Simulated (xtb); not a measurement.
**C2H8GeN2: geometry relaxation (part 4 of 5)**

The same run, continued: C2H8GeN2, SMILES C[N](C)[Ge][NH2]; GFN2-xTB (xtb 6.7.1). 

Geometry of the input (Å):
```
C  -0.0660  1.0663  0.5581
N  0.4581  -0.1869  0.0055
C  1.6019  -0.4940  0.6578
Ge -0.3629  -1.4107  -1.0867
N  -1.9834  -0.4961  -1.4154
H  -1.0669  1.2035  0.1307
H  -0.2625  1.0013  1.6516
H  0.5572  1.8539  0.2893
H  1.6089  -0.5979  1.7666
H  2.4931  0.2267  0.2265
H  2.0377  -1.4926  0.1783
H  -2.2884  0.2615  -1.0513
H  -2.6297  -0.9598  -1.9774
```

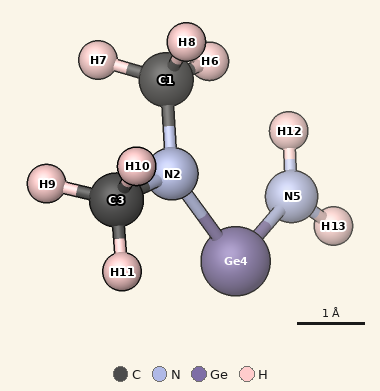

The geometry at step 7 of the log (ball-and-stick view, seen at a tilt; atoms are numbered from 1 in the order of the input).

**Log, continued**
```
           -------------------------------------------------
          |               Frequency Printout                |
           -------------------------------------------------
 projected vibrational frequencies (cm⁻¹)
eigval :       -0.00    -0.00    -0.00    -0.00     0.00     0.00
eigval :       31.33   144.67   210.21   213.05   264.52   265.90
eigval :      298.46   318.31   338.39   516.91   591.67   614.75
eigval :      984.78  1047.91  1089.54  1126.93  1194.14  1250.24
eigval :     1411.17  1422.52  1472.69  1481.18  1493.15  1504.78
eigval :     1512.10  2872.92  2877.41  2903.65  2913.03  2974.27
eigval :     3034.26  3441.38  3479.53
 reduced masses (amu)
   1: 41.06   2: 40.75   3: 48.32   4: 13.80   5: 21.95   6: 26.25   7: 12.19   8:  9.04
   9:  8.92  10: 12.31  11:  3.89  12: 16.35  13:  5.12  14: 23.26  15:  2.18  16: 14.21
  17: 10.42  18: 19.95  19:  8.92  20:  3.49  21:  3.08  22:  4.41  23: 12.46  24:  8.49
  25:  2.45  26:  2.70  27:  1.55  28:  1.53  29:  2.03  30:  1.74  31:  1.60  32:  1.92
  33:  1.94  34:  1.48  35:  1.43  36:  1.67  37:  1.67  38:  1.59  39:  2.04
 IR intensities (km·mol⁻¹)
   1:  0.00   2:  0.06   3:  0.04   4:  0.10   5:  0.01   6:  0.01   7:  1.84   8:  7.79
   9:  0.82  10:  0.81  11: 65.54  12:  2.42  13: 47.24  14: 16.88  15: 84.71  16: 49.59
  17:121.04  18:171.30  19: 92.84  20:  1.12  21:  0.16  22:  6.46  23: 35.94  24: 28.77
  25:  3.39  26:  1.69  27:  0.04  28:  5.87  29:  6.16  30: 14.99  31:  0.39  32:100.86
  33: 40.36  34: 29.20  35:163.13  36: 37.28  37: 33.22  38:  4.64  39:  0.62
Molecule has the following symmetry elements: (sigma)
It seems to be the Cs point group
 Raman intensities (Ä⁴*amu⁻¹)
   1:  0.00   2:  0.00   3:  0.00   4:  0.00   5:  0.00   6:  0.00   7:  0.00   8:  0.00
   9:  0.00  10:  0.00  11:  0.00  12:  0.00  13:  0.00  14:  0.00  15:  0.00  16:  0.00
  17:  0.00  18:  0.00  19:  0.00  20:  0.00  21:  0.00  22:  0.00  23:  0.00  24:  0.00
  25:  0.00  26:  0.00  27:  0.00  28:  0.00  29:  0.00  30:  0.00  31:  0.00  32:  0.00
  33:  0.00  34:  0.00  35:  0.00  36:  0.00  37:  0.00  38:  0.00  39:  0.00
 output can be read by thermo (or use thermo option).
 writing <g98.out> molden fake output.
 recommended (thermochemical) frequency scaling factor: 1.0
           -------------------------------------------------
          |             Thermodynamic Functions             |
           -------------------------------------------------

cs  symmetry found (for desy threshold:  0.10E+00) used in thermo

          ...................................................
          :                      SETUP                      :
          :.................................................:
          :  # frequencies                          33      :
          :  # imaginary freq.                       0      :
          :  linear?                             false      :
          :  only rotor calc.                    false      :
          :  symmetry                               cs      :
          :  rotational number                       1      :
          :  scaling factor                  1.0000000      :
          :  rotor cutoff                   50.0000000 cm⁻¹ :
          :  imag. cutoff                  -20.0000000 cm⁻¹ :
          :.................................................:

    mode    ω/cm⁻¹     T·S(HO)/kcal·mol⁻¹    T·S(FR)/kcal·mol⁻¹   T·S(vib)
   ------------------------------------------------------------------------
       1     31.33    -1.71245 ( 13.35%)    -1.19425 ( 86.65%)    -1.26344
       2    144.67    -0.81729 ( 98.59%)    -0.74165 (  1.41%)    -0.81623
       3    210.21    -0.60878 ( 99.68%)    -0.63101 (  0.32%)    -0.60885
       4    213.05    -0.60147 ( 99.70%)    -0.62702 (  0.30%)    -0.60155
       5    264.52    -0.48650 ( 99.87%)    -0.56295 (  0.13%)    -0.48660
       6    265.90    -0.48382 ( 99.88%)    -0.56141 (  0.12%)    -0.48391
       7    298.46    -0.42502 ( 99.92%)    -0.52719 (  0.08%)    -0.42510
   ------------------------------------------------------------------------

   temp. (K)  partition function   enthalpy   heat capacity  entropy
                                   cal/mol     cal/K/mol   cal/K/mol   J/K/mol
 298.15  VIB   174.                 3422.887     20.548     20.230
         ROT  0.180E+06              888.752      2.981     27.034
         INT  0.315E+08             4311.639     23.529     47.263
         TR   0.148E+28             1481.254      4.968     40.544
         TOT                        5792.8934    28.4971    87.8067   367.3834

       T/K    H(0)-H(T)+PV         H(T)/Eh          T*S/Eh         G(T)/Eh
   ------------------------------------------------------------------------
    298.15    0.923156E-02    0.112423E+00    0.417198E-01    0.707031E-01
   ------------------------------------------------------------------------

         :::::::::::::::::::::::::::::::::::::::::::::::::::::
         ::                  THERMODYNAMIC                  ::
         :::::::::::::::::::::::::::::::::::::::::::::::::::::
         :: total free energy         -16.093672079236 Eh   ::
         ::.................................................::
         :: total energy              -16.164375140255 Eh   ::
         :: zero point energy           0.103191311581 Eh   ::
         :: G(RRHO) w/o ZPVE           -0.032488250561 Eh   ::
         :: G(RRHO) contrib.            0.070703061020 Eh   ::
         :::::::::::::::::::::::::::::::::::::::::::::::::::::

optimized geometry written to: xtbopt.xyz

           -------------------------------------------------
          | TOTAL ENERGY              -16.164375140255 Eh   |
          | TOTAL ENTHALPY            -16.051952265408 Eh   |
          | TOTAL FREE ENERGY         -16.093672079236 Eh   |
          | GRADIENT NORM               0.000049117964 Eh/α |
          | HOMO-LUMO GAP               3.675947488831 eV   |
           -------------------------------------------------

------------------------------------------------------------------------
------------------------------------------------------------------------
 total:
 *  cpu-time:     0 d,  0 h,  0 min,  0.536 sec
 * ratio c/w:     1.000 speedup
 SCF:
 *  cpu-time:     0 d,  0 h,  0 min,  0.006 sec
 * ratio c/w:     1.000 speedup
 ANC optimizer:
 *  cpu-time:     0 d,  0 h,  0 min,  0.080 sec
 * ratio c/w:     0.998 speedup
 analytical hessian:
 *  cpu-time:     0 d,  0 h,  0 min,  0.442 sec
 * ratio c/w:     1.000 speedup
```

**File vibspectrum**
```
$vibrational spectrum
#  mode     symmetry     wave number   IR intensity    selection rules
#                         cm**(-1)      (km*mol⁻¹)        IR
     1                      -0.00         0.00000          -
     2                      -0.00         0.00000          -
     3                      -0.00         0.00000          -
     4                      -0.00         0.00000          -
     5                       0.00         0.00000          -
     6                       0.00         0.00000          -
     7        a             31.33         1.83725         YES
     8        a            144.67         7.79054         YES
     9        a            210.21         0.81539         YES
    10        a            213.05         0.81443         YES
    11        a            264.52        65.53525         YES
    12        a            265.90         2.41987         YES
    13        a            298.46        47.23920         YES
    14        a            318.31        16.87913         YES
    15        a            338.39        84.71202         YES
    16        a            516.91        49.59030         YES
    17        a            591.67       121.04312         YES
    18        a            614.75       171.29675         YES
    19        a            984.78        92.83598         YES
    20        a           1047.91         1.11944         YES
    21        a           1089.54         0.16082         YES
    22        a           1126.93         6.46385         YES
    23        a           1194.14        35.93762         YES
    24        a           1250.24        28.77307         YES
    25        a           1411.17         3.38854         YES
    26        a           1422.52         1.69454         YES
    27        a           1472.69         0.03779         YES
    28        a           1481.18         5.87461         YES
    29        a           1493.15         6.15964         YES
    30        a           1504.78        14.99484         YES
    31        a           1512.10         0.39454         YES
    32        a           2872.92       100.86338         YES
    33        a           2877.41        40.35999         YES
    34        a           2903.65        29.19566         YES
    35        a           2913.03       163.12756         YES
    36        a           2974.27        37.27502         YES
    37        a           3034.26        33.22180         YES
    38        a           3441.38         4.63919         YES
    39        a           3479.53         0.62458         YES
$end
```

**File xtbopt.xyz**
```
13
 energy: -16.164375140255 gnorm: 0.000049115573 xtb: 6.7.1
C           -0.09643012212056        1.05269660488073        0.58199330659497
N            0.38079735158438       -0.20371537089208        0.07027977183506
C            1.68466972956035       -0.52431359173223        0.60172735578177
Ge          -0.37909410426996       -1.40363169576243       -1.09449476096531
N           -1.96005495958764       -0.57554269885671       -1.44275995378040
H           -1.07171688800834        1.27726817568802        0.15933106049867
H           -0.18916609202197        1.02493704638517        1.67516883225129
H            0.58973536597474        1.86938275057224        0.32424845834570
H            1.65960497890590       -0.60177595559387        1.69555560970450
H            2.42133902661433        0.24386262234807        0.33662122535311
H            2.01712701588842       -1.47983186443351        0.19364260832118
H           -2.33584559453104        0.29261974631862       -1.09460688317026
H           -2.62389607018272       -0.99677639329413       -2.07323692628889
```

**Standard error**
```
normal termination of xtb
```

**Trajectory as extended XYZ (Å, eV, eV/Å), 15 frames, from step=0 to step=14**
```
13
Properties=species:S:1:pos:R:3 step=0 energy=-438.72455
C    -0.0660    1.0663    0.5581
N     0.4581   -0.1869    0.0055
C     1.6019   -0.4940    0.6578
Ge   -0.3629   -1.4107   -1.0867
N    -1.9834   -0.4961   -1.4154
H    -1.0669    1.2035    0.1307
H    -0.2625    1.0013    1.6516
H     0.5572    1.8539    0.2893
H     1.6089   -0.5979    1.7666
H     2.4931    0.2267    0.2265
H     2.0377   -1.4926    0.1783
H    -2.2884    0.2615   -1.0513
H    -2.6297   -0.9598   -1.9774
13
Properties=species:S:1:pos:R:3 step=1 energy=-439.68738
C    -0.0947    1.0556    0.5528
N     0.4270   -0.1964    0.0250
C     1.6557   -0.5137    0.6100
Ge   -0.3730   -1.4138   -1.0907
N    -1.9668   -0.5247   -1.4257
H    -1.0814    1.2262    0.1224
H    -0.2365    0.9952    1.6445
H     0.5635    1.8647    0.2954
H     1.6500   -0.5824    1.7099
H     2.4774    0.2480    0.3077
H     2.0170   -1.5136    0.2125
H    -2.3043    0.3155   -1.0267
H    -2.6369   -0.9853   -2.0036
13
Properties=species:S:1:pos:R:3 step=2 energy=-439.83121
C    -0.1089    1.0492    0.5639
N     0.3969   -0.2040    0.0578
C     1.6833   -0.5204    0.6018
Ge   -0.3845   -1.4068   -1.0894
N    -1.9579   -0.5486   -1.4384
H    -1.0812    1.2528    0.1259
H    -0.2205    1.0037    1.6533
H     0.5719    1.8689    0.3167
H     1.6721   -0.5701    1.6979
H     2.4460    0.1981    0.3100
H     2.0269   -1.4711    0.2154
H    -2.3097    0.3167   -1.0456
H    -2.6372   -0.9932   -2.0359
13
Properties=species:S:1:pos:R:3 step=3 energy=-439.84733
C    -0.1002    1.0472    0.5766
N     0.3896   -0.2078    0.0669
C     1.6946   -0.5247    0.5934
Ge   -0.3862   -1.4058   -1.0905
N    -1.9598   -0.5641   -1.4467
H    -1.0702    1.2679    0.1416
H    -0.2064    1.0128    1.6670
H     0.5844    1.8675    0.3292
H     1.6750   -0.5754    1.6893
H     2.4253    0.2512    0.3230
H     2.0013   -1.5001    0.2151
H    -2.3176    0.3030   -1.0708
H    -2.6329   -0.9964   -2.0606
13
Properties=species:S:1:pos:R:3 step=4 energy=-439.85328
C    -0.1001    1.0490    0.5802
N     0.3836   -0.2071    0.0696
C     1.6888   -0.5227    0.5979
Ge   -0.3845   -1.4079   -1.0912
N    -1.9607   -0.5697   -1.4458
H    -1.0706    1.2741    0.1473
H    -0.2047    1.0174    1.6719
H     0.5870    1.8670    0.3313
H     1.6695   -0.5794    1.6938
H     2.4278    0.2391    0.3163
H     2.0116   -1.4888    0.2084
H    -2.3206    0.2995   -1.0783
H    -2.6300   -0.9952   -2.0679
13
Properties=species:S:1:pos:R:3 step=5 energy=-439.85451
C    -0.0989    1.0502    0.5829
N     0.3790   -0.2064    0.0716
C     1.6858   -0.5227    0.5993
Ge   -0.3823   -1.4087   -1.0919
N    -1.9610   -0.5759   -1.4437
H    -1.0699    1.2796    0.1527
H    -0.2009    1.0202    1.6754
H     0.5910    1.8662    0.3331
H     1.6670   -0.5829    1.6945
H     2.4240    0.2383    0.3173
H     2.0142   -1.4845    0.2032
H    -2.3236    0.2953   -1.0868
H    -2.6273   -0.9935   -2.0742
13
Properties=species:S:1:pos:R:3 step=6 energy=-439.85484
C    -0.0980    1.0511    0.5839
N     0.3779   -0.2052    0.0719
C     1.6846   -0.5227    0.5998
Ge   -0.3806   -1.4079   -1.0922
N    -1.9608   -0.5788   -1.4424
H    -1.0696    1.2816    0.1558
H    -0.1981    1.0211    1.6766
H     0.5929    1.8663    0.3332
H     1.6652   -0.5872    1.6942
H     2.4217    0.2401    0.3204
H     2.0138   -1.4831    0.2006
H    -2.3264    0.2930   -1.0923
H    -2.6256   -0.9931   -2.0760
13
Properties=species:S:1:pos:R:3 step=7 energy=-439.85496
C    -0.0973    1.0519    0.5836
N     0.3788   -0.2043    0.0713
C     1.6843   -0.5233    0.5999
Ge   -0.3794   -1.4064   -1.0923
N    -1.9605   -0.5792   -1.4413
H    -1.0697    1.2812    0.1571
H    -0.1958    1.0217    1.6764
H     0.5930    1.8669    0.3317
H     1.6636   -0.5918    1.6942
H     2.4209    0.2421    0.3259
H     2.0137   -1.4823    0.1977
H    -2.3298    0.2922   -1.0955
H    -2.6247   -0.9936   -2.0751
13
Properties=species:S:1:pos:R:3 step=8 energy=-439.85501
C    -0.0973    1.0522    0.5830
N     0.3799   -0.2041    0.0709
C     1.6848   -0.5234    0.6002
Ge   -0.3794   -1.4054   -1.0926
N    -1.9602   -0.5777   -1.4414
H    -1.0702    1.2797    0.1566
H    -0.1951    1.0222    1.6757
H     0.5918    1.8677    0.3301
H     1.6628   -0.5947    1.6945
H     2.4218    0.2424    0.3285
H     2.0144   -1.4818    0.1970
H    -2.3317    0.2930   -1.0953
H    -2.6246   -0.9947   -2.0736
13
Properties=species:S:1:pos:R:3 step=9 energy=-439.85504
C    -0.0969    1.0524    0.5823
N     0.3809   -0.2041    0.0707
C     1.6850   -0.5242    0.6010
Ge   -0.3795   -1.4041   -1.0935
N    -1.9599   -0.5753   -1.4425
H    -1.0707    1.2780    0.1566
H    -0.1933    1.0234    1.6751
H     0.5907    1.8686    0.3276
H     1.6616   -0.5985    1.6953
H     2.4221    0.2430    0.3334
H     2.0166   -1.4808    0.1947
H    -2.3352    0.2936   -1.0954
H    -2.6245   -0.9968   -2.0720
13
Properties=species:S:1:pos:R:3 step=10 energy=-439.85505
C    -0.0967    1.0525    0.5824
N     0.3809   -0.2039    0.0707
C     1.6851   -0.5240    0.6014
Ge   -0.3794   -1.4038   -1.0939
N    -1.9598   -0.5751   -1.4429
H    -1.0708    1.2779    0.1573
H    -0.1922    1.0239    1.6753
H     0.5906    1.8688    0.3269
H     1.6610   -0.6002    1.6953
H     2.4219    0.2434    0.3343
H     2.0168   -1.4803    0.1946
H    -2.3361    0.2933   -1.0956
H    -2.6242   -0.9973   -2.0723
13
Properties=species:S:1:pos:R:3 step=11 energy=-439.85505
C    -0.0966    1.0524    0.5823
N     0.3808   -0.2039    0.0706
C     1.6850   -0.5241    0.6015
Ge   -0.3794   -1.4038   -1.0941
N    -1.9599   -0.5752   -1.4430
H    -1.0708    1.2780    0.1577
H    -0.1917    1.0240    1.6753
H     0.5906    1.8688    0.3266
H     1.6607   -0.6003    1.6954
H     2.4217    0.2436    0.3347
H     2.0169   -1.4802    0.1944
H    -2.3361    0.2930   -1.0954
H    -2.6241   -0.9972   -2.0726
13
Properties=species:S:1:pos:R:3 step=12 energy=-439.85505
C    -0.0965    1.0525    0.5822
N     0.3808   -0.2038    0.0704
C     1.6848   -0.5242    0.6016
Ge   -0.3792   -1.4037   -1.0943
N    -1.9600   -0.5754   -1.4429
H    -1.0711    1.2778    0.1584
H    -0.1907    1.0243    1.6753
H     0.5904    1.8690    0.3258
H     1.6602   -0.6007    1.6954
H     2.4215    0.2437    0.3356
H     2.0170   -1.4801    0.1940
H    -2.3361    0.2928   -1.0950
H    -2.6239   -0.9970   -2.0731
13
Properties=species:S:1:pos:R:3 step=13 energy=-439.85505
C    -0.0964    1.0526    0.5821
N     0.3808   -0.2037    0.0703
C     1.6847   -0.5243    0.6017
Ge   -0.3791   -1.4036   -1.0945
N    -1.9601   -0.5755   -1.4428
H    -1.0714    1.2776    0.1589
H    -0.1898    1.0246    1.6752
H     0.5901    1.8692    0.3250
H     1.6598   -0.6014    1.6955
H     2.4214    0.2439    0.3363
H     2.0171   -1.4799    0.1938
H    -2.3361    0.2926   -1.0948
H    -2.6239   -0.9970   -2.0732
13
Properties=species:S:1:pos:R:3 step=14 energy=-439.85505
C    -0.0964    1.0527    0.5820
N     0.3808   -0.2037    0.0703
C     1.6847   -0.5243    0.6017
Ge   -0.3791   -1.4036   -1.0945
N    -1.9601   -0.5756   -1.4428
H    -1.0717    1.2773    0.1593
H    -0.1892    1.0249    1.6752
H     0.5897    1.8694    0.3242
H     1.6596   -0.6018    1.6956
H     2.4213    0.2439    0.3366
H     2.0171   -1.4798    0.1936
H    -2.3358    0.2926   -1.0946
H    -2.6239   -0.9968   -2.0732
```

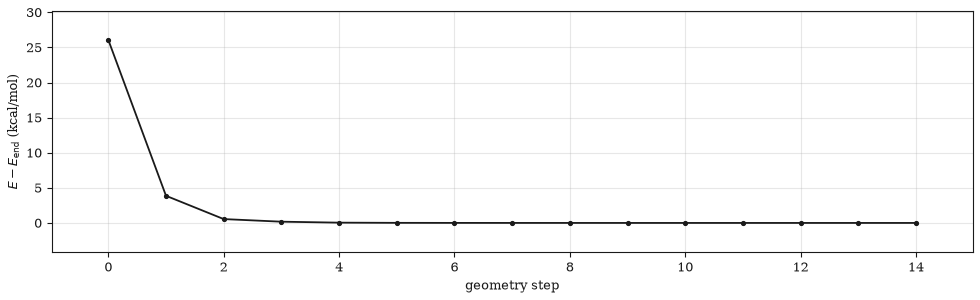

Progress of the relaxation, step by step (steps are counted from 0).
